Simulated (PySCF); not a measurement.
# CF3NH2: NMR shifts at several levels of theory, part 2 of 2

PySCF 2.14.0. Atoms count from 0. The steps go on from the part before.

## (10) Shielding tensors: KT3/pcSseg-2

The job: settings as JSON, then the geometry in Å.

```
{"job": {"kind": "nmr", "xc": "KT3", "basis": "pcSseg-2", "pop": false}, "charge": 0, "multiplicity": 1}
N      0.772788    -0.336743    -0.341356
C     -0.415252     0.290439     0.027000
F     -1.350682     0.086939    -0.898467
F     -0.219959     1.599293     0.170100
F     -0.941197    -0.140911     1.196422
H      0.642333    -1.333062    -0.487409
H      1.511973    -0.165966     0.333714
```

Method: GIAO KT3/pcSseg-2 NMR shielding, non-relativistic, gas phase.

Log:

```text
coarse grid: 6648 points
cycle   1  E = -398.4841351401  dE =  8.411e-01  |g| = 1.155e+00  |ddm| = 1.691e+00
cycle   2  E = -398.0595909478  dE =  4.245e-01  |g| = 2.042e+00  |ddm| = 1.299e+00
cycle   3  E = -398.6821136244  dE = -6.225e-01  |g| = 1.237e-01  |ddm| = 8.749e-01
cycle   4  E = -398.6839389330  dE = -1.825e-03  |g| = 8.287e-02  |ddm| = 1.218e-01
cycle   5  E = -398.6852835643  dE = -1.345e-03  |g| = 1.465e-02  |ddm| = 4.745e-02
cycle   6  E = -398.6853237467  dE = -4.018e-05  |g| = 3.912e-03  |ddm| = 1.085e-02
cycle   7  E = -398.6853257853  dE = -2.039e-06  |g| = 1.704e-03  |ddm| = 2.382e-03
final grid: 67760 points
cycle   8  E = -398.6785285162  dE = -3.249e-04  |g| = 3.122e-02  |ddm| = 8.315e-02
cycle   9  E = -398.6782785144  dE =  2.500e-04  |g| = 5.162e-02  |ddm| = 3.083e-02
cycle  10  E = -398.6786554337  dE = -3.769e-04  |g| = 3.402e-03  |ddm| = 2.041e-02
cycle  11  E = -398.6786576385  dE = -2.205e-06  |g| = 8.018e-04  |ddm| = 2.305e-03
cycle  12  E = -398.6786577264  dE = -8.790e-08  |g| = 3.914e-04  |ddm| = 5.330e-04
cycle  13  E = -398.6786577527  dE = -2.629e-08  |g| = 6.527e-05  |ddm| = 2.233e-04
cycle  14  E = -398.6786577533  dE = -5.541e-10  |g| = 2.745e-05  |ddm| = 4.227e-05
converged SCF energy = -398.6786577533

GIAO shielding tensors (ppm)
atom      isotropic    diamagn.    paramagn.     s11        s22        s33       span
  0 N      194.376     315.738    -121.362    168.004    169.843    245.280     77.276
  1 C       48.812     238.648    -189.836     38.148     50.072     58.216     20.068
  2 F      242.752     470.663    -227.912    165.028    220.491    342.736    177.708
  3 F      242.803     470.674    -227.871    165.261    220.624    342.525    177.264
  4 F      215.675     473.272    -257.597    131.484    175.336    340.205    208.720
  5 H       29.147      31.075      -1.928     24.005     26.289     37.149     13.144
  6 H       29.145      31.072      -1.928     23.999     26.296     37.140     13.141
```

Run time: 24 s. Hardware: 1 thread, shared host.

Key values: δ C1 132.5, N0 64.3, F2 -86.8, H5 2.21 ppm (means over like atoms).

## (11) NMR shieldings: B97-D/pcSseg-2

The job, as its differences from that of step 10:

```diff
@@ -1,2 +1,2 @@
-{"job": {"kind": "nmr", "xc": "KT3", "basis": "pcSseg-2", "pop": false}, "charge": 0, "multiplicity": 1}
+{"job": {"kind": "nmr", "xc": "B97-D", "basis": "pcSseg-2", "pop": false}, "charge": 0, "multiplicity": 1}
 N      0.772788    -0.336743    -0.341356
```

Method: GIAO B97-D/pcSseg-2 NMR shielding, non-relativistic, gas phase.

Log:

```text
coarse grid: 6648 points
cycle   1  E = -393.4091344826  dE =  8.111e-01  |g| = 1.073e+00  |ddm| = 1.748e+00
cycle   2  E = -393.0269583175  dE =  3.822e-01  |g| = 1.942e+00  |ddm| = 1.157e+00
cycle   3  E = -393.5812468668  dE = -5.543e-01  |g| = 1.080e-01  |ddm| = 7.664e-01
cycle   4  E = -393.5826053025  dE = -1.358e-03  |g| = 7.332e-02  |ddm| = 1.020e-01
cycle   5  E = -393.5836107201  dE = -1.005e-03  |g| = 1.313e-02  |ddm| = 3.824e-02
cycle   6  E = -393.5836429869  dE = -3.227e-05  |g| = 3.667e-03  |ddm| = 9.132e-03
cycle   7  E = -393.5836447460  dE = -1.759e-06  |g| = 1.367e-03  |ddm| = 2.054e-03
final grid: 67760 points
cycle   8  E = -393.5659650941  dE = -7.818e-05  |g| = 2.438e-02  |ddm| = 4.553e-02
cycle   9  E = -393.5657877941  dE =  1.773e-04  |g| = 4.263e-02  |ddm| = 2.390e-02
cycle  10  E = -393.5660433674  dE = -2.556e-04  |g| = 2.238e-03  |ddm| = 1.597e-02
cycle  11  E = -393.5660443199  dE = -9.525e-07  |g| = 4.339e-04  |ddm| = 1.369e-03
cycle  12  E = -393.5660443433  dE = -2.337e-08  |g| = 2.017e-04  |ddm| = 2.506e-04
cycle  13  E = -393.5660443498  dE = -6.596e-09  |g| = 3.845e-05  |ddm| = 1.126e-04
cycle  14  E = -393.5660443500  dE = -1.970e-10  |g| = 1.540e-05  |ddm| = 2.388e-05
converged SCF energy = -393.5660443500

GIAO shielding tensors (ppm)
atom      isotropic    diamagn.    paramagn.     s11        s22        s33       span
  0 N      191.522     316.767    -125.246    164.757    166.598    243.210     78.452
  1 C       43.012     238.130    -195.118     31.668     44.278     53.089     21.421
  2 F      243.477     470.269    -226.792    166.638    224.256    339.537    172.899
  3 F      243.517     470.282    -226.764    166.857    224.374    339.322    172.466
  4 F      217.502     472.683    -255.181    133.788    180.644    338.074    204.286
  5 H       29.196      31.081      -1.885     24.107     26.436     37.045     12.938
  6 H       29.193      31.078      -1.885     24.100     26.443     37.036     12.935
```

Wall time 20 s (1 thread, shared host).

This run: δ C1 136.0, N0 66.4, F2 -80.7, H5 2.20 ppm (means over like atoms).

## (12) NMR shieldings: B3LYP/pcSseg-2

The job, as its differences from that of step 11:

```diff
@@ -1,2 +1,2 @@
-{"job": {"kind": "nmr", "xc": "B97-D", "basis": "pcSseg-2", "pop": false}, "charge": 0, "multiplicity": 1}
+{"job": {"kind": "nmr", "xc": "B3LYP", "basis": "pcSseg-2", "pop": false}, "charge": 0, "multiplicity": 1}
 N      0.772788    -0.336743    -0.341356
```

Method: GIAO B3LYP/pcSseg-2 NMR shielding, non-relativistic, gas phase.

Log:

```text
coarse grid: 6648 points
cycle   1  E = -393.6367974280  dE =  8.346e-01  |g| = 9.913e-01  |ddm| = 1.725e+00
cycle   2  E = -393.4523654040  dE =  1.844e-01  |g| = 1.529e+00  |ddm| = 9.363e-01
cycle   3  E = -393.7893240950  dE = -3.370e-01  |g| = 6.764e-02  |ddm| = 5.670e-01
cycle   4  E = -393.7897224691  dE = -3.984e-04  |g| = 4.953e-02  |ddm| = 6.008e-02
cycle   5  E = -393.7901734849  dE = -4.510e-04  |g| = 5.658e-03  |ddm| = 2.512e-02
cycle   6  E = -393.7901790673  dE = -5.582e-06  |g| = 1.519e-03  |ddm| = 3.824e-03
final grid: 67760 points
cycle   7  E = -393.7833863993  dE = -6.016e-05  |g| = 6.312e-03  |ddm| = 2.581e-02
cycle   8  E = -393.7833777313  dE =  8.668e-06  |g| = 9.675e-03  |ddm| = 6.290e-03
cycle   9  E = -393.7833926376  dE = -1.491e-05  |g| = 3.451e-04  |ddm| = 3.986e-03
cycle  10  E = -393.7833926438  dE = -6.216e-09  |g| = 2.617e-04  |ddm| = 2.342e-04
cycle  11  E = -393.7833926543  dE = -1.046e-08  |g| = 4.156e-05  |ddm| = 1.190e-04
cycle  12  E = -393.7833926545  dE = -2.260e-10  |g| = 1.345e-05  |ddm| = 2.366e-05
converged SCF energy = -393.7833926545

GIAO shielding tensors (ppm)
atom      isotropic    diamagn.    paramagn.     s11        s22        s33       span
  0 N      191.006     315.037    -124.031    164.350    164.536    244.134     79.784
  1 C       43.058     235.905    -192.847     30.672     44.985     53.515     22.843
  2 F      246.300     469.578    -223.278    166.742    225.776    346.381    179.640
  3 F      246.341     469.590    -223.249    166.953    225.902    346.169    179.217
  4 F      220.512     471.990    -251.477    134.186    182.235    345.116    210.930
  5 H       29.112      30.868      -1.756     23.930     26.273     37.133     13.203
  6 H       29.109      30.865      -1.756     23.924     26.280     37.124     13.200
```

Wall time 13 s (1 thread, shared host).

This run: δ C1 136.1, N0 67.5, F2 -68.0, H5 2.28 ppm (means over like atoms).

## (13) Shielding tensors: PBE0/pcSseg-2

The job, as its differences from that of step 12:

```diff
@@ -1,2 +1,2 @@
-{"job": {"kind": "nmr", "xc": "B3LYP", "basis": "pcSseg-2", "pop": false}, "charge": 0, "multiplicity": 1}
+{"job": {"kind": "nmr", "xc": "PBE0", "basis": "pcSseg-2", "pop": false}, "charge": 0, "multiplicity": 1}
 N      0.772788    -0.336743    -0.341356
```

Level: GIAO PBE0/pcSseg-2 NMR shielding, non-relativistic, gas phase.

Log:

```text
coarse grid: 6648 points
cycle   1  E = -393.2592642038  dE =  8.349e-01  |g| = 9.301e-01  |ddm| = 1.728e+00
cycle   2  E = -393.1357296890  dE =  1.235e-01  |g| = 1.341e+00  |ddm| = 8.370e-01
cycle   3  E = -393.3965559055  dE = -2.608e-01  |g| = 5.822e-02  |ddm| = 4.923e-01
cycle   4  E = -393.3968819418  dE = -3.260e-04  |g| = 4.001e-02  |ddm| = 4.998e-02
cycle   5  E = -393.3971759649  dE = -2.940e-04  |g| = 5.153e-03  |ddm| = 2.080e-02
cycle   6  E = -393.3971806692  dE = -4.704e-06  |g| = 1.127e-03  |ddm| = 3.177e-03
final grid: 67760 points
cycle   7  E = -393.3939971494  dE = -7.448e-05  |g| = 6.272e-03  |ddm| = 2.546e-02
cycle   8  E = -393.3939908339  dE =  6.316e-06  |g| = 8.859e-03  |ddm| = 6.724e-03
cycle   9  E = -393.3940043980  dE = -1.356e-05  |g| = 4.999e-04  |ddm| = 3.904e-03
cycle  10  E = -393.3940044244  dE = -2.640e-08  |g| = 2.728e-04  |ddm| = 3.360e-04
cycle  11  E = -393.3940044350  dE = -1.059e-08  |g| = 5.923e-05  |ddm| = 1.300e-04
cycle  12  E = -393.3940044355  dE = -4.886e-10  |g| = 1.951e-05  |ddm| = 3.172e-05
converged SCF energy = -393.3940044355

GIAO shielding tensors (ppm)
atom      isotropic    diamagn.    paramagn.     s11        s22        s33       span
  0 N      196.841     316.634    -119.793    171.281    171.426    247.816     76.535
  1 C       49.945     237.507    -187.562     38.202     51.740     59.894     21.692
  2 F      250.252     468.738    -218.486    172.073    230.996    347.686    175.613
  3 F      250.295     468.751    -218.456    172.288    231.125    347.472    175.184
  4 F      224.801     471.036    -246.235    139.932    188.029    346.441    206.508
  5 H       29.016      30.727      -1.710     23.680     26.019     37.351     13.671
  6 H       29.014      30.724      -1.710     23.674     26.026     37.342     13.668
```

Run time: 13 s. Hardware: 1 thread, shared host.

In short: δ C1 134.2, N0 64.8, F2 -66.0, H5 2.23 ppm (means over like atoms).

## (14) NMR shieldings: mPW1PW91/pcSseg-2

The job, as its differences from that of step 13:

```diff
@@ -1,2 +1,2 @@
-{"job": {"kind": "nmr", "xc": "PBE0", "basis": "pcSseg-2", "pop": false}, "charge": 0, "multiplicity": 1}
+{"job": {"kind": "nmr", "xc": "mPW1PW91", "basis": "pcSseg-2", "pop": false}, "charge": 0, "multiplicity": 1}
 N      0.772788    -0.336743    -0.341356
```

With the program's defaults for keys left out, this is: GIAO mPW1PW91/pcSseg-2 NMR shielding, non-relativistic, gas phase.

Log:

```text
coarse grid: 6648 points
cycle   1  E = -393.5482632759  dE =  8.380e-01  |g| = 9.533e-01  |ddm| = 1.728e+00
cycle   2  E = -393.4191303560  dE =  1.291e-01  |g| = 1.373e+00  |ddm| = 8.504e-01
cycle   3  E = -393.6913129512  dE = -2.722e-01  |g| = 5.980e-02  |ddm| = 5.025e-01
cycle   4  E = -393.6916673262  dE = -3.544e-04  |g| = 4.083e-02  |ddm| = 5.169e-02
cycle   5  E = -393.6919746255  dE = -3.073e-04  |g| = 5.160e-03  |ddm| = 2.108e-02
cycle   6  E = -393.6919793333  dE = -4.708e-06  |g| = 1.218e-03  |ddm| = 3.189e-03
final grid: 67760 points
cycle   7  E = -393.6871050413  dE = -6.696e-05  |g| = 5.015e-03  |ddm| = 2.478e-02
cycle   8  E = -393.6871010107  dE =  4.031e-06  |g| = 7.073e-03  |ddm| = 5.217e-03
cycle   9  E = -393.6871095147  dE = -8.504e-06  |g| = 3.420e-04  |ddm| = 3.074e-03
cycle  10  E = -393.6871095225  dE = -7.785e-09  |g| = 2.442e-04  |ddm| = 2.352e-04
cycle  11  E = -393.6871095313  dE = -8.846e-09  |g| = 4.234e-05  |ddm| = 1.113e-04
cycle  12  E = -393.6871095316  dE = -2.519e-10  |g| = 1.383e-05  |ddm| = 2.318e-05
converged SCF energy = -393.6871095316

GIAO shielding tensors (ppm)
atom      isotropic    diamagn.    paramagn.     s11        s22        s33       span
  0 N      196.009     316.525    -120.516    170.633    170.677    246.716     76.083
  1 C       49.221     237.555    -188.333     37.360     51.047     59.257     21.897
  2 F      250.903     468.857    -217.954    172.600    231.715    348.395    175.795
  3 F      250.949     468.870    -217.921    172.819    231.849    348.181    175.362
  4 F      225.691     471.129    -245.439    140.666    189.097    347.309    206.643
  5 H       29.063      30.706      -1.643     23.730     26.096     37.363     13.633
  6 H       29.060      30.703      -1.643     23.724     26.103     37.354     13.630
```

Run time: 13 s. Hardware: 1 thread, shared host.

Key values: δ C1 134.3, N0 64.5, F2 -65.3, H5 2.23 ppm (means over like atoms).

## (15) Run by run: NMR shifts

Shifts (ppm), means over like atoms, with basis size and wall time (the measured row can stand on another reference than the computed rows):

| run | C1 | H5 | N0 | F2 | functions | time |
| --- | --- | --- | --- | --- | --- | --- |
| HF/pcSseg-2 | 116.1 | 2.49 | 54.4 | -35.2 | 208 | 6.1 s |
| LDA/pcSseg-2 | 143.1 | 2.22 | 75.0 | -82.2 | 208 | 14 s |
| PBE/pcSseg-2 | 139.5 | 2.15 | 69.7 | -83.2 | 208 | 19 s |
| BLYP/pcSseg-2 | 140.5 | 2.21 | 71.3 | -82.3 | 208 | 19 s |
| BP86/pcSseg-2 | 139.3 | 2.15 | 68.7 | -83.3 | 208 | 19 s |
| OPBE/pcSseg-2 | 134.1 | 2.11 | 64.2 | -81.0 | 208 | 19 s |
| KT2/pcSseg-2 | 134.2 | 2.19 | 66.1 | -91.8 | 208 | 20 s |
| KT3/pcSseg-2 | 132.5 | 2.21 | 64.3 | -86.8 | 208 | 24 s |
| B97-D/pcSseg-2 | 136.0 | 2.20 | 66.4 | -80.7 | 208 | 20 s |
| B3LYP/pcSseg-2 | 136.1 | 2.28 | 67.5 | -68.0 | 208 | 13 s |
| PBE0/pcSseg-2 | 134.2 | 2.23 | 64.8 | -66.0 | 208 | 13 s |
| mPW1PW91/pcSseg-2 | 134.3 | 2.23 | 64.5 | -65.3 | 208 | 13 s |
| measured | – | – | – | -48.9 | – | – |

Measured: G. Saielli, R. Bini, A. Bagno, Computational 19F NMR. 2. Organic compounds, RSC Adv. 2014, ESI (exp. from Berger-Braun-Kalinowski 1994 and Everett 1995).

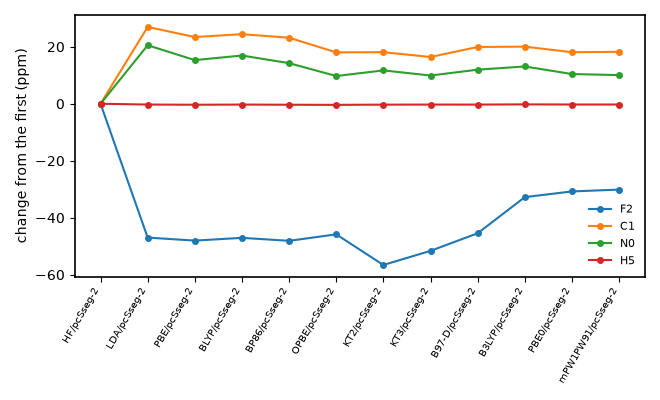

How the tabulated atoms move from run to run.

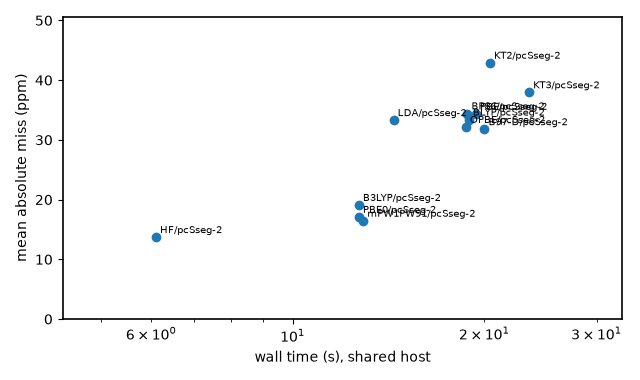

Cost against miss for the one measured ¹⁹F shift.

## (16) What came out

What follows sums up all 2 parts.

| quantity | value |
| --- | --- |
| point group | Cs |
| rotational constants (main isotopes) | 5.64, 5.56, 5.40 GHz |
| ¹³C shifts against TMS (HF/pcSseg-2) | 116.1 ppm |
| ¹H shifts against TMS (HF/pcSseg-2, means over atoms taken as alike) | 2.49 ppm |
| ¹⁵N shifts against NH3 (HF/pcSseg-2) | 54.4 ppm |
| ¹⁹F shifts against CFCl3 (HF/pcSseg-2, means over atoms taken as alike) | -35.2 ppm |
| measured, and computed on the same scale | F2 δ -48.9, -35.2 ppm |
| range of the shift of F2 | -91.8 to -35.2 ppm |

In words: Single values in the summary come from the first run of each kind that ended normally (HF/pcSseg-2), which need not be the best level. The optimisation took 9 steps and gained 0.124 eV; among the close pairs (by a distance rule), N0–C1 changed most, from 1.429 to 1.393 Å. At HF/pcSseg-2: The widest tensor belongs to F2, F3, F4: span 179 ppm, with a paramagnetic part of -188 ppm. The one measured ¹⁹F shift is missed by +13.7 ppm (computed less measured, unscaled). Vibration, temperature and solvent are missing from the calculation, so part of the miss against the measured shifts is not the functional's. In ppm, F2 (with its like atoms) moves most: its shift spreads over 56.6 ppm, from -91.8 (KT2/pcSseg-2) to -35.2 (HF/pcSseg-2). For the one measured ¹⁹F shift, HF/pcSseg-2 misses least (13.7 ppm, 6.1 s) and KT2/pcSseg-2 most (42.9 ppm, 20 s). One molecule ranks no method: errors cancel, and vibration and temperature are missing from all runs.
